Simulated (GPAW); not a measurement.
Consider LiTi3O4 (Cmmm).

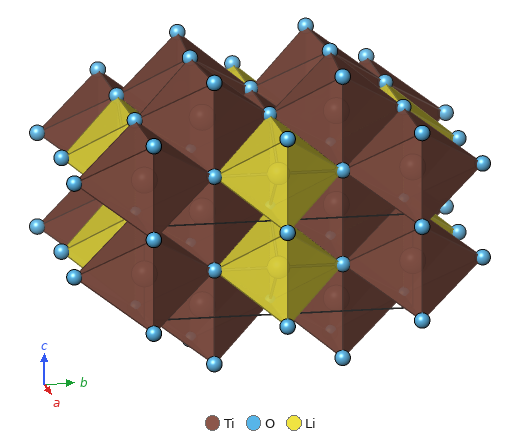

The structure (titanium brown, oxygen blue, lithium yellow). 1×1×2 conventional cells are drawn. Some periodic images of atoms are drawn too.

```cif
data_structure
_symmetry_space_group_name_H-M 'P 1'
_symmetry_Int_Tables_number 1
_cell_length_a 5.1591
_cell_length_b 5.1591
_cell_length_c 2.9639
_cell_angle_alpha 90.000
_cell_angle_beta 90.000
_cell_angle_gamma 107.849
_cell_volume 75.09
loop_
_atom_site_label
_atom_site_type_symbol
_atom_site_fract_x
_atom_site_fract_y
_atom_site_fract_z
_atom_site_occupancy
Ti1 Ti 0.00000 0.50000 0.00000 1
Ti2 Ti 0.50000 0.00000 0.00000 1
Ti3 Ti 0.00000 0.00000 0.50000 1
O4 O 0.73915 0.26085 0.50000 1
O5 O 0.25546 0.25546 0.00000 1
O6 O 0.26085 0.73915 0.50000 1
O7 O 0.74454 0.74454 0.00000 1
Li8 Li 0.50000 0.50000 0.50000 1
```

Absorber: atom 4, with 1 Li at 1.99 Å, 4 Ti at 2.12 Å and 1 Ti at 2.18 Å (distorted octahedral, site symmetry m2m). Method: GPAW, LDA, excited-electron core hole (neutral cell), 16-atom cell with 5.9 Å between holes, 5×5×5 k points, dipole transitions, Gaussian full width 0.9 eV up to 4 eV, rising linearly to 3.5 eV at 25 eV.

Where do the maxima of the O K edge fall?

Main maxima up to 24 eV above the zero (height): 0.8 eV (2.12), 2.9 eV (1.67), 10.3 eV (1.97) and 16.1 eV (0.62). A K edge sees empty p states; the first features are O p mixed into the empty d states of the Ti neighbours, and the broad ones above probably into the cations' higher empty bands. The total-energy difference is 536.16 eV. One term is added: -8.83 eV, since the hole is spin-paired here and a spin-polarised one costs that much less in the free atom (computed apart). The photon energy is then 527.33 eV. The functional leaves an error in such absolute values: in the free atom LDA prices this hole 4.1 eV below PBE (computed apart), and PBE is itself good to a few eV.

The O K spectrum (energy from the lowest empty level; intensity scaled to a mean of 1 over the first 20 eV; polarised curves are means over the symmetry-equivalent atoms):

```csv
E (eV),isotropic,ε ∥ x,ε ∥ y,ε ∥ z
-2.0,0.00,0.00,0.00,0.00
-0.5,0.18,0.13,0.33,0.08
1.0,2.04,1.99,1.66,2.46
2.5,1.59,1.94,0.99,1.83
4.0,0.71,0.87,0.39,0.86
5.5,0.69,0.79,0.52,0.75
7.0,1.12,1.21,1.19,0.98
8.5,1.47,1.27,1.90,1.24
10.0,1.90,1.67,2.36,1.68
11.5,1.16,0.99,1.33,1.18
13.0,0.49,0.42,0.49,0.57
14.5,0.45,0.32,0.47,0.57
16.0,0.62,0.61,0.54,0.70
17.5,0.49,0.63,0.37,0.46
19.0,0.35,0.43,0.27,0.36
20.5,0.37,0.40,0.34,0.36
22.0,0.46,0.48,0.49,0.42
23.5,0.63,0.69,0.67,0.53
25.0,1.00,1.18,1.02,0.78
26.5,1.53,1.75,1.52,1.30
28.0,1.84,1.84,1.75,1.94
29.5,1.61,1.42,1.42,1.99
31.0,1.02,0.92,0.82,1.31
```

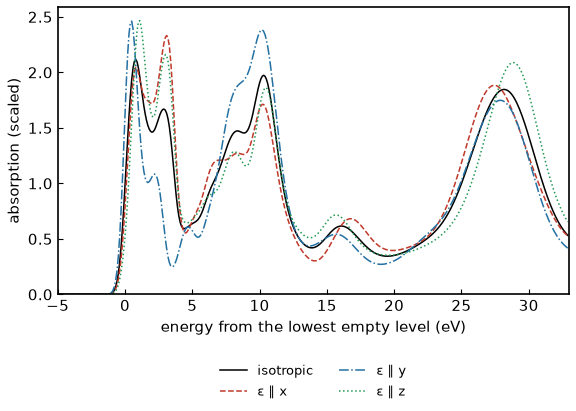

The O K edge.

The primitive cell holds an odd number of electrons, so a spin-paired run has to come out metallic; that is right for a metal, but some such compounds are magnetic or distorted insulators. The crystal has 2 inequivalent O sites and not all are shown here, while a measurement adds them all. The holes are only 5.9 Å apart, so the shape is probably not converged with cell size; no larger cell was run here. The mesh is coarse (0.30 Å⁻¹ between points), so small maxima may be mesh ripples. The structure is a computed Materials Project entry and may be a hypothetical form.

[Banner, clock and machine lines of the logs are left out without a mark of their own.]

[Logs are printed without paths, hosts, clocks, repeated set-up lines and the standing remarks that a program may print on its own settings, such as how far it seeks lower states.]

[Hosts, paths, dates, database ids (printed as entryN), source tags and the programs' standing remarks are cut or masked in the printed files.]

[Lists of maxima count a maximum above −3 eV only where it reaches 4 % of the highest in the window and stands out from its surroundings by 2 % of it (1.5 % where it reaches 55 %); shoulders and weaker maxima are passed over, and of the rest the first, up to two pre-edge ones and the few strongest are named.]
